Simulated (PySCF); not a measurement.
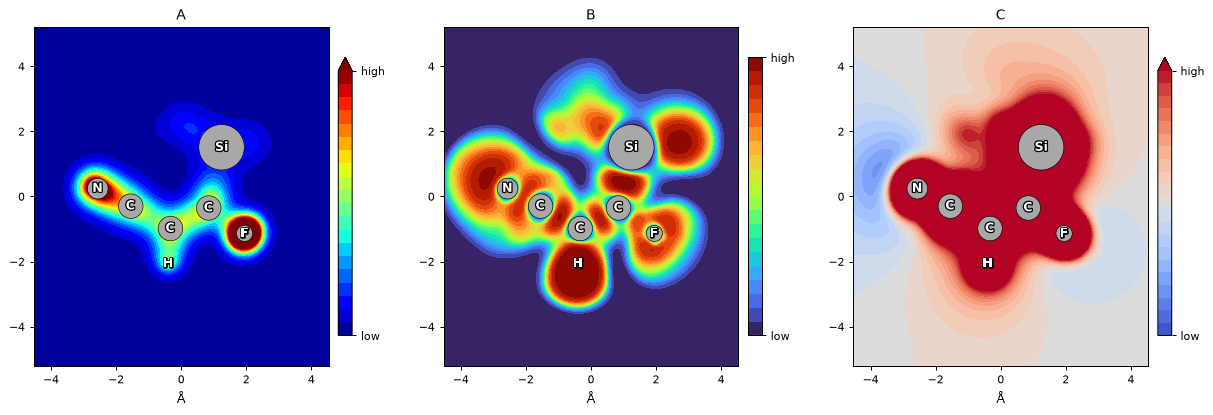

C$_{3}$H$_{5}$FN$_{2}$Si (SMILES N#C/C=C(/F)[SiH2]N): 3 fields on the plane of atoms F5, C4 and Si6, with unlabelled colour scales. Grey discs cover the atomic cores.

Geometry: GFN2-xTB.

Method: PySCF, CAM-B3LYP/def2-SVPD, SCF density, gas phase.

### Match the panels to the quantities (electron density, electron localisation function and electrostatic potential).

Panel A: electron density. Panel B: electron localisation function. Panel C: electrostatic potential (strongly positive close to the atoms, with negative regions outside electron-rich atoms). From the grid: C–N (1.15 Å): ρ is about 3.6 e/Å³ halfway; the ELF peaks at about 0.85 between the atoms; a multiple bond. C–C (1.34 Å): ρ is about 2.3 e/Å³ halfway; the ELF peaks at about 0.95 between the atoms: a short, multiple covalent bond.
